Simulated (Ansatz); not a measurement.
**Fields on a plane of PbI2 (CdI2 type)**

```yaml
crystal:
  lattice:
    - [4.55930, 0.00000, 0.00000]
    - [-2.27965, 3.94847, 0.00000]
    - [0.00000, 0.00000, 6.97268]
  atoms:
    - { symbol: Pb, position: [0.00000, 0.00000, 0.00000] }
    - { symbol: I, position: [0.33333, 0.66667, 0.27092] }
    - { symbol: I, position: [0.66667, 0.33333, 0.72908] }
```

The slice is a (0001) plane (indices of the conventional cell) through the point (0.667, 0.333, 0.729) (fractional), spanned by u = [110] and v = [1 -1 0] in vectors of this cell: u (4.56 Å) and v (7.90 Å, at 90° to u). It covers one period; positions are fractions (u, v).

Atoms on it: I at (0.00, 0.00); I at (0.50, 0.50).

Computed with PBE-D3(BJ) (plane waves to 420 eV, PAW, scalar-relativistic; Ansatz, a quantum-chemistry and plane-wave program). k mesh 8×8×5. Near the nuclei the fields are pseudised (PAW); where an atom keeps semicore shells as valence, they peak there. PbI2 was relaxed with its symmetry unable to fall. Spin-orbit coupling is left out, though I and Pb are heavy. The PAW data are Ansatz's earlier set.

| v \ u | 0.00 | 0.17 | 0.33 | 0.50 | 0.67 | 0.83 |
|---|---|---|---|---|---|---|
| 0.90 | 0.52 | 0.72 | 0.40 | 0.04 | 0.40 | 0.72 |
| 0.80 | 0.65 | 0.39 | 0.05 | 0.04 | 0.05 | 0.39 |
| 0.70 | 0.02 | 0.03 | 0.37 | 0.58 | 0.37 | 0.03 |
| 0.60 | 0.02 | 0.52 | 0.72 | 0.52 | 0.72 | 0.52 |
| 0.50 | 0.03 | 0.67 | 0.49 | x | 0.49 | 0.67 |
| 0.40 | 0.04 | 0.40 | 0.72 | 0.52 | 0.72 | 0.40 |
| 0.30 | 0.04 | 0.05 | 0.39 | 0.65 | 0.39 | 0.05 |
| 0.20 | 0.58 | 0.37 | 0.03 | 0.02 | 0.03 | 0.37 |
| 0.10 | 0.52 | 0.72 | 0.52 | 0.02 | 0.52 | 0.72 |
| 0.00 | x | 0.49 | 0.67 | 0.03 | 0.67 | 0.49 |

Values: electron localisation function (ELF). Points within 0.5 Å of a nucleus are blanked (x), as the pseudised field means little there.

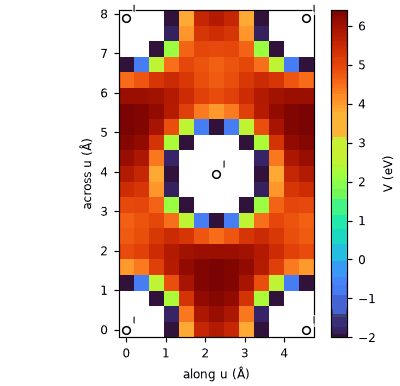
Figure. Electrostatic potential energy of an electron, from the cell's mean, in eV, one period of the plane, atoms marked. Points within 1 Å of a nucleus are left white, as the pseudised field means little there. Values under -2 eV are set to -2. The zero, the cell's mean, hangs on the PAW cores.
